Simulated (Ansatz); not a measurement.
# SiH₂S + H₂S: a complex and its separated parts

The complex below is one end of an elementary step. How strongly is it bound against its free parts?

Method: PBE0-D4/def2-TZVP structures, single points in def2-TZVPP, no counterpoise correction; program: Ansatz 0.2.0, Gaussian basis.

Levels: SPW92, PBE-D4, BLYP-D4, r2SCAN-D4, B97M-V, PBE0-D4, B3LYP-D4, r2SCAN0-D4, BHLYP-D4, CAM-B3LYP-D4, wB97X-V, wB97M-V, B2PLYP, PBE-QIDH, RPA on PBE, Hartree-Fock, MP2, CCSD, CCSD(T).

Correlated methods freeze the cores. B3LYP uses VWN-RPA correlation. B2PLYP carries no dispersion term here.

56 further runs of the same task are left out: 56 set aside as unsound or not needed.

**1. Where the work starts**

The complex: 7 atoms, charge 0, spin multiplicity 1.

Atoms are counted from 1 here; the program's logs count them from 0.

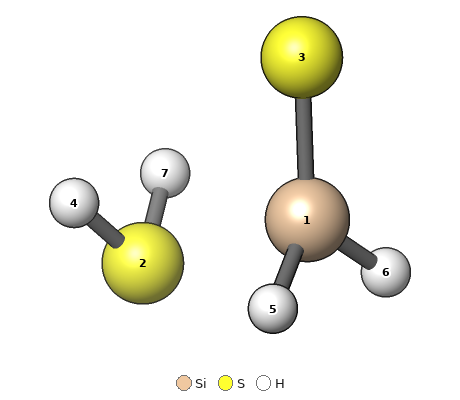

Start geometry, drawn with silicon light orange, sulfur yellow, hydrogen white; atoms are numbered from 1 in the order of the file.

Coordinates:

```xyz
7

Si   -0.6371   -0.1432    0.7951
S     1.2280   -0.3464   -0.8564
S    -1.7317    1.3896    0.2360
H     0.3684   -0.2005   -1.8813
H    -1.0184   -1.5675    0.5775
H     0.3337   -0.1101    1.9255
H     1.4571    0.9781   -0.7963
```

Its parts: SiH₂S holds atoms 1, 3, 5, 6; H₂S holds atoms 2, 4, 7. Each part counts its atoms afresh in its own runs.

**2. Relaxing SiH₂S alone**

The input, relax-a/in.yaml:

```yaml
crystal:
  periodic: [false, false, false]
  atoms:
    - {symbol: Si, position_ang: [-0.637092, -0.143199, 0.795121]}
    - {symbol: S, position_ang: [-1.731667, 1.389586, 0.235954]}
    - {symbol: H, position_ang: [-1.018433, -1.567477, 0.577472]}
    - {symbol: H, position_ang: [0.333730, -0.110106, 1.925484]}
basis:
  gaussian: {orbitals: def2-TZVP}
hamiltonian: {xc: pbe0, dispersion: d4}
relax: {f_tol: 0.005, max_steps: 200}
```

Launch:

```
$ ansatz run in.yaml --threads 2 --pin off --events-out ev --progress --plain --max-ram 4352MiB
```

The log of the run, cut to the lines that bear on the results:

```text
Functional definition: PBE0
  name "PBE0"
  cite "Adamo & Barone, J. Chem. Phys. 110, 6158 (1999) doi:10.1063/1.478522"
  cite "Perdew, Burke & Ernzerhof, Phys. Rev. Lett. 77, 3865 (1996) doi:10.1103/PhysRevLett.77.3865"
  parent pbe
[...]
627 factors; their error is unknown
[...]
mean field -18738.73243399 eV, -688.6357153801 hartree, gradient 7.3e-5 eV, S^2 0.000000; 0 other end points of the search recorded, 0 dependent functions left out
[...]
reference -18738.73245802 eV, -688.6357162631 hartree; 16, 16 occupied and 70, 70 virtual orbitals, 627 factors
[...]
627 factors; their error is unknown
mean field -18738.84662215 eV, -688.6399117175 hartree, gradient 2.7e-5 eV, S^2 0.000000; 1 other end points of the search recorded, 0 dependent functions left out
[...]
reference -18738.84664617 eV, -688.6399126002 hartree; 16, 16 occupied and 70, 70 virtual orbitals, 627 factors
Total energy: -18738.90709532 eV, -688.6421340655 hartree
Atom 0 at    -0.734538    -0.153895     0.904427 Å, force    -0.000003     0.000033    -0.000032 eV/Å
Atom 1 at    -1.693568     1.379508     0.208625 Å, force     0.000005    -0.000016     0.000013 eV/Å
Atom 2 at    -0.997299    -1.566286     0.527971 Å, force    -0.000011    -0.000019    -0.000001 eV/Å
Atom 3 at     0.371943    -0.090523     1.893008 Å, force     0.000009     0.000003     0.000020 eV/Å
Dipole moment:     0.278447    -0.445213     0.202022 e Å
```

Run time: 7 s. Hardware: 2 threads of Intel Xeon Platinum 8175M at 2.50GHz, shared host.

Along the way:

| step | energy from step 1 (eV) | largest force component (eV/Å) |
| --- | --- | --- |
| 1 | 0.0000 | 0.9947 |
| 2 | -0.0886 | 0.4088 |
| 3 | -0.1097 | 0.3064 |
| 4 | -0.1143 | 0.0185 |
| 5 | -0.1143 | 0.0078 |
| 6 | -0.1143 | 0.0000 |

Distances of close pairs at the start and the end, largest changes first:

| bond | before (Å) | after (Å) | change (Å) |
| --- | --- | --- | --- |
| Si1–S2 | 1.965 | 1.938 | -0.027 |
| Si1–H3 | 1.490 | 1.485 | -0.005 |
| Si1–H4 | 1.490 | 1.485 | -0.005 |

**3. Relaxing H₂S alone**

The input, relax-b/in.yaml:

```yaml
crystal:
  periodic: [false, false, false]
  atoms:
    - {symbol: S, position_ang: [1.227989, -0.346401, -0.856399]}
    - {symbol: H, position_ang: [0.368434, -0.200539, -1.881274]}
    - {symbol: H, position_ang: [1.457138, 0.978135, -0.796259]}
basis:
  gaussian: {orbitals: def2-TZVP}
hamiltonian: {xc: pbe0, dispersion: d4}
relax: {f_tol: 0.005, max_steps: 200}
```

Launch:

```
$ ansatz run in.yaml --threads 2 --pin off --events-out ev --progress --plain --max-ram 4352MiB
```

The log of the run, cut to the lines that bear on the results:

```text
[... 5 set-up lines as earlier in the session ...]
[...]
359 factors; their error is unknown
[...]
mean field -10864.44996215 eV, -399.2611719204 hartree, gradient 4.9e-5 eV, S^2 0.000000; 0 other end points of the search recorded, 0 dependent functions left out
[...]
reference -10864.45047894 eV, -399.2611909121 hartree; 9, 9 occupied and 40, 40 virtual orbitals, 359 factors
Total energy: -10864.46265860 eV, -399.2616385062 hartree
Atom 0 at     1.226909    -0.343870    -0.858054 Å, force     0.000174    -0.000411     0.000267 eV/Å
Atom 1 at     0.369689    -0.201027    -1.879734 Å, force    -0.001507    -0.001333    -0.001548 eV/Å
Atom 2 at     1.456963     0.976093    -0.796144 Å, force     0.001333     0.001745     0.001281 eV/Å
Dipole moment:    -0.081669     0.190486    -0.124981 e Å
```

Wall time 1.4 s (2 threads of Intel Xeon Platinum 8175M at 2.50GHz, shared host).

Relaxation path:

| step | energy from step 1 (eV) | largest force component (eV/Å) |
| --- | --- | --- |
| 1 | 0.0000 | 0.1332 |
| 2 | -0.0004 | 0.0469 |
| 3 | -0.0005 | 0.0017 |

Close pairs (by a distance rule), those that changed most:

| bond | before (Å) | after (Å) | change (Å) |
| --- | --- | --- | --- |
| S1–H3 | 1.346 | 1.341 | -0.004 |
| S1–H2 | 1.346 | 1.341 | -0.004 |

**4. SPW92/def2-TZVPP**

The input, parta/in.yaml:

```yaml
crystal:
  periodic: [false, false, false]
  atoms:
    - {symbol: Si, position_ang: [-0.734538, -0.153895, 0.904427]}
    - {symbol: S, position_ang: [-1.693568, 1.379508, 0.208625]}
    - {symbol: H, position_ang: [-0.997299, -1.566286, 0.527971]}
    - {symbol: H, position_ang: [0.371943, -0.090523, 1.893008]}
basis:
  gaussian: {orbitals: def2-TZVPP}
hamiltonian: {xc: lda}
```

The input, partb/in.yaml:

```yaml
crystal:
  periodic: [false, false, false]
  atoms:
    - {symbol: S, position_ang: [1.226909, -0.343870, -0.858054]}
    - {symbol: H, position_ang: [0.369689, -0.201027, -1.879734]}
    - {symbol: H, position_ang: [1.456963, 0.976093, -0.796144]}
basis:
  gaussian: {orbitals: def2-TZVPP}
hamiltonian: {xc: lda}
```

One command serves all of them, each in its own folder.

Launch:

```
$ ansatz run in.yaml --threads 2 --pin off --events-out ev --progress --plain --max-ram 4352MiB
```

Log of parta, cut to the lines that bear on the results:

```text
Functional definition: SPW92
  name "SPW92"
  cite "Dirac, Proc. Camb. Phil. Soc. 26, 376 (1930) doi:10.1017/S0305004100016108"
  cite "Slater, Phys. Rev. 81, 385 (1951) doi:10.1103/PhysRev.81.385"
  cite "Perdew & Wang, Phys. Rev. B 45, 13244 (1992) doi:10.1103/PhysRevB.45.13244"
[...]
690 factors; their error is unknown
[...]
mean field -18676.70859721 eV, -686.3563814198 hartree, gradient 2.8e-5 eV, S^2 0.000000; 0 other end points of the search recorded, 0 dependent functions left out
reference -18676.70862615 eV, -686.3563824832 hartree; 16, 16 occupied and 96, 96 virtual orbitals, 690 factors
Total energy: -18676.70862615 eV, -686.3563824832 hartree
```

Log of partb, cut to the lines that bear on the results:

```text
[... 5 set-up lines as earlier in the session ...]
[...]
402 factors; their error is unknown
[...]
mean field -10830.30343733 eV, -398.0063102787 hartree, gradient 1.5e-5 eV, S^2 0.000000; 0 other end points of the search recorded, 0 dependent functions left out
reference -10830.30345818 eV, -398.0063110447 hartree; 9, 9 occupied and 61, 61 virtual orbitals, 402 factors
Total energy: -10830.30345818 eV, -398.0063110447 hartree
```

They took 0.55 s (parta), 0.3 s (partb) on 2 threads of Intel Xeon Platinum 8175M at 2.50GHz, shared host.

**5. PBE-D4/def2-TZVPP**

The same edit goes into each in.yaml of step 4 (parta, partb):

```diff
-hamiltonian: {xc: lda}
+hamiltonian: {xc: pbe, dispersion: d4}
```

The same command starts each run, in its folder.

Launch:

```
$ ansatz run in.yaml --threads 2 --pin off --events-out ev --progress --plain --max-ram 4352MiB
```

Output in parta, cut to the lines that bear on the results:

```text
Functional definition: PBE
  name "PBE"
[... 2 set-up lines as earlier in the session ...]
[...]
690 factors; their error is unknown
[...]
mean field -18737.26512213 eV, -688.5817926639 hartree, gradient 3.3e-5 eV, S^2 0.000000; 0 other end points of the search recorded, 0 dependent functions left out
reference -18737.26515330 eV, -688.5817938092 hartree; 16, 16 occupied and 96, 96 virtual orbitals, 690 factors
Total energy: -18737.33764636 eV, -688.5844578800 hartree
```

Output in partb, cut to the lines that bear on the results:

```text
[... 4 set-up lines as earlier in the session ...]
[...]
402 factors; their error is unknown
[...]
mean field -10863.54267588 eV, -399.2278297648 hartree, gradient 3.3e-5 eV, S^2 0.000000; 0 other end points of the search recorded, 0 dependent functions left out
reference -10863.54269813 eV, -399.2278305825 hartree; 9, 9 occupied and 61, 61 virtual orbitals, 402 factors
Total energy: -10863.55773510 eV, -399.2283831811 hartree
```

They took 0.8 s (parta), 0.35 s (partb) on 2 threads of Intel Xeon Platinum 8175M at 2.50GHz, shared host.

**6. BLYP-D4/def2-TZVPP**

The same edit goes into each in.yaml of step 5 (parta, partb):

```diff
-hamiltonian: {xc: pbe, dispersion: d4}
+hamiltonian: {xc: {name: BLYP}, dispersion: d4}
```

Each run has its own folder and the same command.

Launch:

```
$ ansatz run in.yaml --threads 2 --pin off --events-out ev --progress --plain --max-ram 4352MiB
```

Log of parta, cut to the lines that bear on the results:

```text
Functional definition: BLYP
  name "BLYP"
  cite "Becke, Phys. Rev. A 38, 3098 (1988) doi:10.1103/PhysRevA.38.3098"
  cite "Lee, Yang & Parr, Phys. Rev. B 37, 785 (1988) doi:10.1103/PhysRevB.37.785"
[...]
690 factors; their error is unknown
[...]
mean field -18746.00858979 eV, -688.9031091737 hartree, gradient 2.3e-5 eV, S^2 0.000000; 0 other end points of the search recorded, 0 dependent functions left out
reference -18746.00885701 eV, -688.9031189940 hartree; 16, 16 occupied and 96, 96 virtual orbitals, 690 factors
Total energy: -18746.16902968 eV, -688.9090052311 hartree
```

partb printed, cut to the lines that bear on the results:

```text
[... 4 set-up lines as earlier in the session ...]
[...]
402 factors; their error is unknown
[...]
mean field -10868.21003419 eV, -399.3993520191 hartree, gradient 2.3e-5 eV, S^2 0.000000; 0 other end points of the search recorded, 0 dependent functions left out
reference -10868.21024805 eV, -399.3993598783 hartree; 9, 9 occupied and 61, 61 virtual orbitals, 402 factors
Total energy: -10868.24594066 eV, -399.4006715574 hartree
```

Wall times: 0.85 s (parta), 0.35 s (partb) on 2 threads of Intel Xeon Platinum 8175M at 2.50GHz, shared host.

**7. r2SCAN-D4/def2-TZVPP**

The same edit goes into each in.yaml of step 6 (parta, partb):

```diff
-hamiltonian: {xc: {name: BLYP}, dispersion: d4}
+hamiltonian: {xc: r2scan, dispersion: d4}
```

The same command starts each run, in its folder.

Launch:

```
$ ansatz run in.yaml --threads 2 --pin off --events-out ev --progress --plain --max-ram 4352MiB
```

parta printed, cut to the lines that bear on the results:

```text
Functional definition: r2SCAN
  name "r2SCAN"
  cite "Furness, Kaplan, Ning, Perdew & Sun, J. Phys. Chem. Lett. 11, 8208 (2020) doi:10.1021/acs.jpclett.0c02405"
  cite "Furness, Kaplan, Ning, Perdew & Sun, J. Phys. Chem. Lett. 11, 9248 (2020) doi:10.1021/acs.jpclett.0c03077"
  parent r2scan
[...]
690 factors; their error is unknown
[...]
mean field -18744.54361814 eV, -688.8492724586 hartree, gradient 3.6e-5 eV, S^2 0.000000; 0 other end points of the search recorded, 0 dependent functions left out
reference -18744.54362731 eV, -688.8492727956 hartree; 16, 16 occupied and 96, 96 virtual orbitals, 690 factors
Total energy: -18744.55864614 eV, -688.8498247273 hartree
```

partb printed, cut to the lines that bear on the results:

```text
[... 5 set-up lines as earlier in the session ...]
[...]
402 factors; their error is unknown
[...]
mean field -10867.52471850 eV, -399.3741671322 hartree, gradient 2.2e-5 eV, S^2 0.000000; 0 other end points of the search recorded, 0 dependent functions left out
reference -10867.52472520 eV, -399.3741673783 hartree; 9, 9 occupied and 61, 61 virtual orbitals, 402 factors
Total energy: -10867.52807351 eV, -399.3742904262 hartree
```

Times: 1.6 s (parta), 0.85 s (partb) on 2 threads of Intel Xeon Platinum 8175M at 2.50GHz, shared host.

**8. B97M-V/def2-TZVPP**

Each input of step 7 (parta, partb) changes in the same lines:

```diff
-hamiltonian: {xc: r2scan, dispersion: d4}
+hamiltonian: {xc: {name: B97M-V}}
```

The same command starts each run, in its folder.

Launch:

```
$ ansatz run in.yaml --threads 2 --pin off --events-out ev --progress --plain --max-ram 4352MiB
```

Output in parta, cut to the lines that bear on the results:

```text
Functional definition: B97M-V
  name "B97M-V"
  cite "Mardirossian & Head-Gordon, J. Chem. Phys. 142, 074111 (2015) doi:10.1063/1.4907719"
  cite "Becke, J. Chem. Phys. 107, 8554 (1997) doi:10.1063/1.475007"
  cite "Vydrov & Van Voorhis, J. Chem. Phys. 133, 244103 (2010) doi:10.1063/1.3521275"
  # Of w^i u^j: cxij and so on, Table III.
[...]
  gx(w, u) = cx00 + cx01*u + cx02*u^2 + (cx10 + cx11*u)*w
[...]
  gos(w, u) = cos00 + cos01*u + cos03*u^3 + cos10*w + cos32*w^3*u^2
[...]
      + integral(e_c_pw_mod_opposite_spin*gos(b97_w_opposite, b97_u_opposite)) + vv10(b, c)
690 factors; their error is unknown
[...]
mean field -18741.30959524 eV, -688.7304243092 hartree, gradient 1.1e-5 eV, S^2 0.000000; 0 other end points of the search recorded, 0 dependent functions left out
reference -18741.30964248 eV, -688.7304260453 hartree; 16, 16 occupied and 96, 96 virtual orbitals, 690 factors
Total energy: -18741.30964248 eV, -688.7304260453 hartree
```

Output in partb, cut to the lines that bear on the results:

```text
[... 5 set-up lines as earlier in the session ...]
  # Of w^i u^j: cxij and so on, Table III.
[...]
  gx(w, u) = cx00 + cx01*u + cx02*u^2 + (cx10 + cx11*u)*w
[...]
  gos(w, u) = cos00 + cos01*u + cos03*u^3 + cos10*w + cos32*w^3*u^2
[...]
      + integral(e_c_pw_mod_opposite_spin*gos(b97_w_opposite, b97_u_opposite)) + vv10(b, c)
402 factors; their error is unknown
[...]
mean field -10865.55703701 eV, -399.3018561709 hartree, gradient 2.2e-5 eV, S^2 0.000000; 0 other end points of the search recorded, 0 dependent functions left out
reference -10865.55707166 eV, -399.3018574442 hartree; 9, 9 occupied and 61, 61 virtual orbitals, 402 factors
Total energy: -10865.55707166 eV, -399.3018574442 hartree
```

They took 2.5 s (parta), 1.1 s (partb) on 2 threads of Intel Xeon Platinum 8175M at 2.50GHz, shared host.

**9. PBE0-D4/def2-TZVPP**

The same edit goes into each in.yaml of step 8 (parta, partb):

```diff
-hamiltonian: {xc: {name: B97M-V}}
+hamiltonian: {xc: pbe0, dispersion: d4}
+output: {orbitals: {seedname: orbitals}}
```

Each run has its own folder and the same command.

Launch:

```
$ ansatz run in.yaml --threads 2 --pin off --events-out ev --progress --plain --max-ram 4352MiB
```

parta printed, cut to the lines that bear on the results:

```text
[... 5 set-up lines as earlier in the session ...]
[...]
724 factors; their error is unknown
[...]
mean field -18738.85821993 eV, -688.6403379283 hartree, gradient 2.8e-5 eV, S^2 0.000000; 0 other end points of the search recorded, 0 dependent functions left out
reference -18738.85824371 eV, -688.6403388021 hartree; 16, 16 occupied and 96, 96 virtual orbitals, 724 factors
Total energy: -18738.91869286 eV, -688.6425602673 hartree
```

Output in partb, cut to the lines that bear on the results:

```text
[... 5 set-up lines as earlier in the session ...]
[...]
433 factors; their error is unknown
[...]
mean field -10864.48423662 eV, -399.2624314839 hartree, gradient 4.8e-6 eV, S^2 0.000000; 0 other end points of the search recorded, 0 dependent functions left out
reference -10864.48425324 eV, -399.2624320947 hartree; 9, 9 occupied and 61, 61 virtual orbitals, 433 factors
Total energy: -10864.49643290 eV, -399.2628796888 hartree
```

Wall times: 1.1 s (parta), 0.45 s (partb) on 2 threads of Intel Xeon Platinum 8175M at 2.50GHz, shared host.

**10. B3LYP-D4/def2-TZVPP**

Each input of step 9 (parta, partb) changes in the same lines:

```diff
-hamiltonian: {xc: pbe0, dispersion: d4}
-output: {orbitals: {seedname: orbitals}}
+hamiltonian: {xc: {name: B3LYP}, dispersion: d4}
```

The same command starts each run, in its folder.

Launch:

```
$ ansatz run in.yaml --threads 2 --pin off --events-out ev --progress --plain --max-ram 4352MiB
```

parta printed, cut to the lines that bear on the results:

```text
Functional definition: B3LYP
  name "B3LYP"
  cite "Stephens, Devlin, Chabalowski & Frisch, J. Phys. Chem. 98, 11623 (1994) doi:10.1021/j100096a001"
[... 2 set-up lines as earlier in the session ...]
  cite "Vosko, Wilk & Nusair, Can. J. Phys. 58, 1200 (1980) doi:10.1139/p80-159"
[...]
705 factors; their error is unknown
[...]
mean field -18747.16336897 eV, -688.9455465260 hartree, gradient 3.2e-5 eV, S^2 0.000000; 0 other end points of the search recorded, 0 dependent functions left out
reference -18747.16357046 eV, -688.9455539307 hartree; 16, 16 occupied and 96, 96 virtual orbitals, 705 factors
Total energy: -18747.28355761 eV, -688.9499633771 hartree
```

partb printed, cut to the lines that bear on the results:

```text
[... 6 set-up lines as earlier in the session ...]
[...]
414 factors; their error is unknown
[...]
mean field -10868.95565014 eV, -399.4267528997 hartree, gradient 4.0e-6 eV, S^2 0.000000; 0 other end points of the search recorded, 0 dependent functions left out
reference -10868.95580786 eV, -399.4267586959 hartree; 9, 9 occupied and 61, 61 virtual orbitals, 414 factors
Total energy: -10868.98024337 eV, -399.4276566845 hartree
```

Wall times: 1.1 s (parta), 0.45 s (partb) on 2 threads of Intel Xeon Platinum 8175M at 2.50GHz, shared host.

**11. r2SCAN0-D4/def2-TZVPP**

The same edit goes into each in.yaml of step 10 (parta, partb):

```diff
-hamiltonian: {xc: {name: B3LYP}, dispersion: d4}
+hamiltonian: {xc: {name: r2SCAN0}, dispersion: d4}
```

One command serves all of them, each in its own folder.

Launch:

```
$ ansatz run in.yaml --threads 2 --pin off --events-out ev --progress --plain --max-ram 4352MiB
```

Output in parta, cut to the lines that bear on the results:

```text
Functional definition: r2SCAN0
  name "r2SCAN0"
  cite "Bursch, Neugebauer, Ehlert & Grimme, J. Chem. Phys. 156, 134105 (2022) doi:10.1063/5.0086040"
[... 3 set-up lines as earlier in the session ...]
[...]
724 factors; their error is unknown
[...]
mean field -18744.26802214 eV, -688.8391444925 hartree, gradient 3.0e-5 eV, S^2 0.000000; 0 other end points of the search recorded, 0 dependent functions left out
reference -18744.26802947 eV, -688.8391447618 hartree; 16, 16 occupied and 96, 96 virtual orbitals, 724 factors
Total energy: -18744.28652208 eV, -688.8398243526 hartree
```

Log of partb, cut to the lines that bear on the results:

```text
[... 6 set-up lines as earlier in the session ...]
[...]
433 factors; their error is unknown
[...]
mean field -10867.41047274 eV, -399.3699686779 hartree, gradient 1.2e-5 eV, S^2 0.000000; 0 other end points of the search recorded, 0 dependent functions left out
reference -10867.41047808 eV, -399.3699688742 hartree; 9, 9 occupied and 61, 61 virtual orbitals, 433 factors
Total energy: -10867.41433617 eV, -399.3701106564 hartree
```

Times: 1.9 s (parta), 0.85 s (partb) on 2 threads of Intel Xeon Platinum 8175M at 2.50GHz, shared host.

**12. BHLYP-D4/def2-TZVPP**

The same edit goes into each in.yaml of step 11 (parta, partb):

```diff
-hamiltonian: {xc: {name: r2SCAN0}, dispersion: d4}
+hamiltonian: {xc: {name: BHLYP}, dispersion: d4}
```

Each run has its own folder and the same command.

Launch:

```
$ ansatz run in.yaml --threads 2 --pin off --events-out ev --progress --plain --max-ram 4352MiB
```

Log of parta, cut to the lines that bear on the results:

```text
Functional definition: BHLYP
  name "BHLYP"
  cite "Becke, J. Chem. Phys. 98, 1372 (1993) doi:10.1063/1.464304"
[... 2 set-up lines as earlier in the session ...]
[...]
763 factors; their error is unknown
[...]
mean field -18745.96802835 eV, -688.9016185684 hartree, gradient 8.7e-6 eV, S^2 0.000000; 0 other end points of the search recorded, 0 dependent functions left out
reference -18745.96816616 eV, -688.9016236327 hartree; 16, 16 occupied and 96, 96 virtual orbitals, 763 factors
Total energy: -18746.07142375 eV, -688.9054182792 hartree
```

Log of partb, cut to the lines that bear on the results:

```text
[... 5 set-up lines as earlier in the session ...]
[...]
453 factors; their error is unknown
[...]
mean field -10868.25162826 eV, -399.4008805732 hartree, gradient 1.3e-5 eV, S^2 0.000000; 0 other end points of the search recorded, 0 dependent functions left out
reference -10868.25173497 eV, -399.4008844944 hartree; 9, 9 occupied and 61, 61 virtual orbitals, 453 factors
Total energy: -10868.26806229 eV, -399.4014845124 hartree
```

They took 1.1 s (parta), 0.4 s (partb) on 2 threads of Intel Xeon Platinum 8175M at 2.50GHz, shared host.

(Part 1 of 2 ends here.)
